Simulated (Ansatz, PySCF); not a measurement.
CH5N (SMILES CN) and CH6Si (SMILES C[SiH3]) are pulled apart as rigid monomers along the line of their centres of mass, from the B3LYP-D3(BJ)/def2-TZVP minimum. Starting geometry (charge 0, multiplicity 1):
```xyz
15

C     -0.97873     0.27069     0.08909
N      0.42797     0.15753     0.47035
H     -1.23483    -0.54925    -0.58362
H     -1.12707     1.20074    -0.46169
H     -1.68814     0.25599     0.92702
H      0.59615    -0.70616     0.97162
H      0.69621     0.91703     1.08416
C      1.47173    -0.16813     4.21385
Si    -0.38944    -0.04078     4.01381
H      1.74470    -1.10596     4.70115
H      1.85153     0.65169     4.82634
H      1.98027    -0.13037     3.24908
H     -0.90863    -1.15814     3.18858
H     -0.76303     1.23499     3.35669
H     -1.05329    -0.09351     5.33912
```

Interaction energies with rigid monomers; basis-set methods are counterpoise corrected unless marked otherwise.

Rows in 6-31G* carry no dispersion term and start afresh at each structure (6-31G* with six Cartesian d functions).

Codes used: Ansatz (a quantum-chemistry and plane-wave program) with Gaussian orbitals; PySCF for 6-31G* rows, the dispersion terms. Each number belongs to the level named beside it.

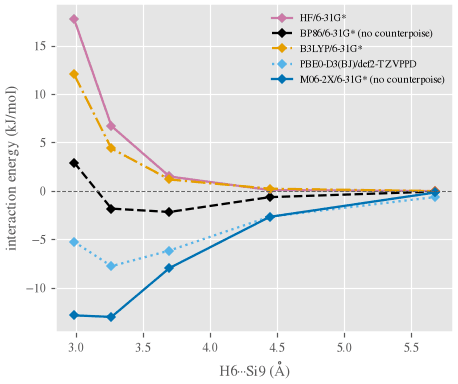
Fig. 1. Interaction energy against separation

Question: Which level binds most strongly at H6···Si9 = 3.27, and by how much?

Answer: M06-2X/6-31G* (no counterpoise), -13 kJ/mol.
